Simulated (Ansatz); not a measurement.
**C$_{2}$H$_{7}$AlO$_{2}$: density, localisation and related maps**

The calculation's input:

```
crystal:
  periodic: [false, false, false]
  atoms:
    - { symbol: Al, position_ang: [-0.225071, 1.259394, 0.480855] }
    - { symbol: C, position_ang: [0.769714, -0.271204, -0.250332] }
    - { symbol: C, position_ang: [-0.095465, -1.541472, -0.405883] }
    - { symbol: O, position_ang: [-1.293145, 1.601115, -0.822003] }
    - { symbol: H, position_ang: [-0.945803, 0.9222, -1.424345] }
    - { symbol: O, position_ang: [-0.275516, 2.103454, 1.946525] }
    - { symbol: H, position_ang: [1.11203, 0.066371, -1.247824] }
    - { symbol: H, position_ang: [1.696728, -0.524629, 0.294122] }
    - { symbol: H, position_ang: [0.42533, -2.339795, -0.961641] }
    - { symbol: H, position_ang: [-0.369689, -1.959932, 0.577125] }
    - { symbol: H, position_ang: [-1.042059, -1.339425, -0.936246] }
    - { symbol: H, position_ang: [0.242845, 2.023723, 2.749849] }
basis:
  gaussian: { orbitals: def2-SVP }
hamiltonian:
  xc: b3lyp
relax:
  f_tol: 0.03
  max_steps: 50
output:
  orbitals: {}
```

Launched as:

```sh
ansatz run input.yaml --threads 2 --pin off --max-ram 3072MiB --backend cpu --events-out ev --progress --plain --runs-dir out
```

The fields are those of the relaxed geometry.

The calculation used RKS B3LYP/def2-SVP in Ansatz 0.2.0.

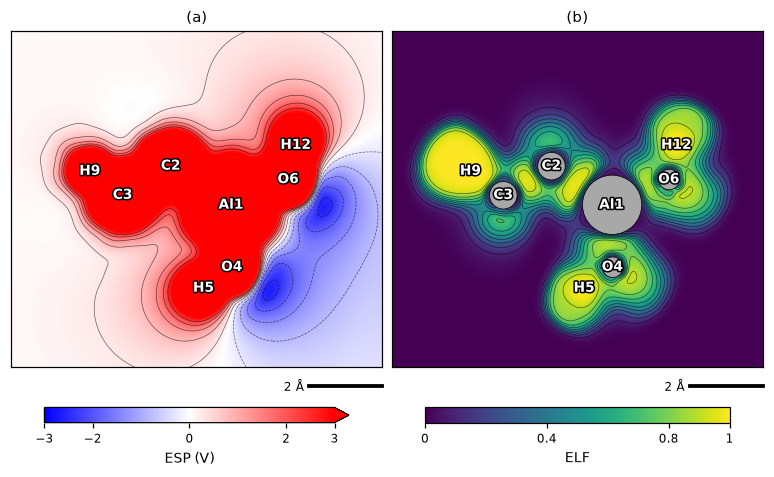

Figure 1. (a) electrostatic potential; (b) ELF on the plane of atoms Al1, O4 and H5. Grey discs cover the atomic cores in the ELF map.

**Describe what can be read from this map.**

- The section cuts through Al, C, O and H sites.
- C–C (1.54 Å): the ELF peaks at about 0.95 between the atoms (a covalent bond).
- Al–O (1.70 Å): the ELF peaks at about 0.85 in the valence shell of O, 0.6 Å from its nucleus, and is about 0.35 at the midpoint.
- C–Al (1.97 Å): the ELF peaks at about 0.95 between the atoms, as expected for a shared but strongly polarised pair.
- O–H (0.96 Å): the ELF climbs to about 1 towards the hydrogen, as it does in any bond to H (a covalent bond by its length).
- C–H (1.10 Å): the ELF climbs to about 1 towards the hydrogen; a covalent bond by its length.
- The ELF also peaks beside O4 and O6, away from the bonds: lone-pair regions.
- Outside the dense part of the molecule the potential is most negative (−2.6 V) near O4.

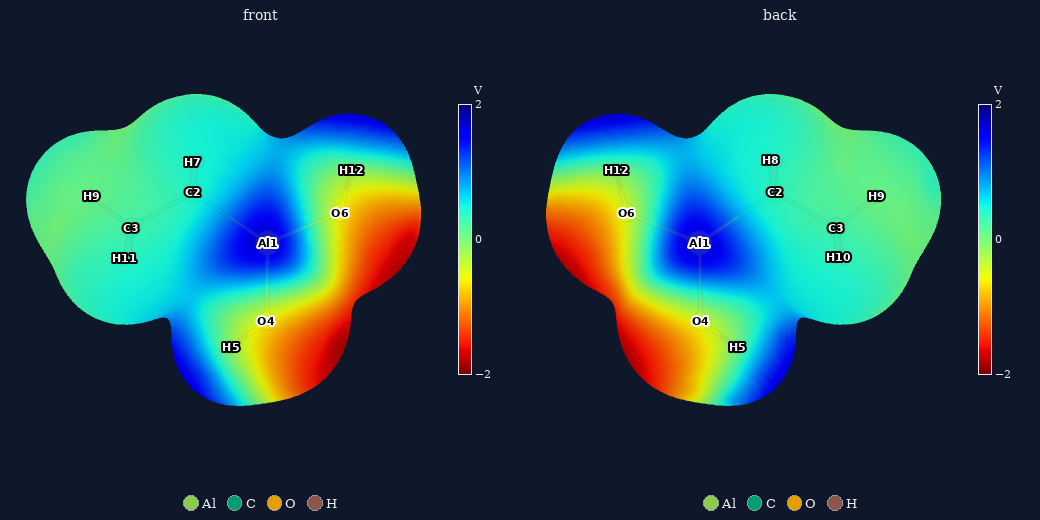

Figure 2. The molecular electrostatic potential painted on the density surface at 0.001 e/bohr³, seen from the front and from behind; red is negative and blue positive.

**Describe the electrostatic potential map.**

The most negative region (about −1.8 V, or −42 kcal/mol for a unit charge) lies over O4 and O6, the most positive (about +1.7 V, or +39 kcal/mol for a unit charge) over Al1, H5 and H12.

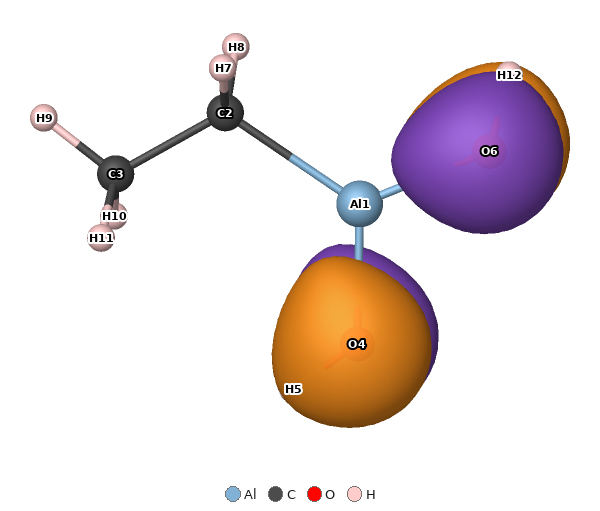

Figure 3. The HOMO−1 at ±0.1 Å⁻³ᐟ² (orange and purple are the two phases), seen across its widest extent.

**What is the character of this orbital?**

By Hirshfeld shares it lies mainly on O4 (about 45 %) and O6 (about 45 %); largely a combination of lone pairs on O4 and O6. Its energy is −8.03 eV.

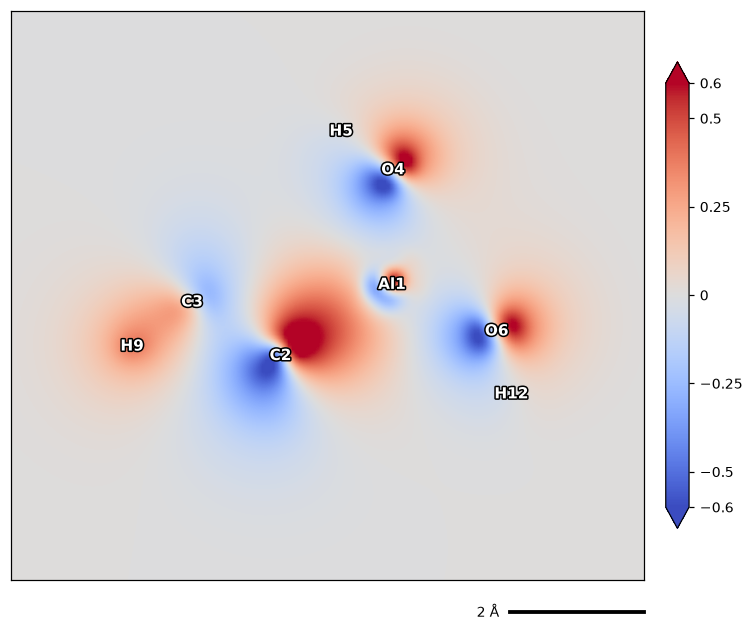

Figure 4. The HOMO on the plane of atoms Al1, O6 and H12 (values in Å⁻³ᐟ²; the overall sign is arbitrary).

**Describe this orbital and give its energy.**

It lies mainly on C2 (about 35 %), Al1 (about 15 %), O4 (about 10 %), O6 (about 10 %) and C3 (about 10 %). Its energy is −7.37 eV.
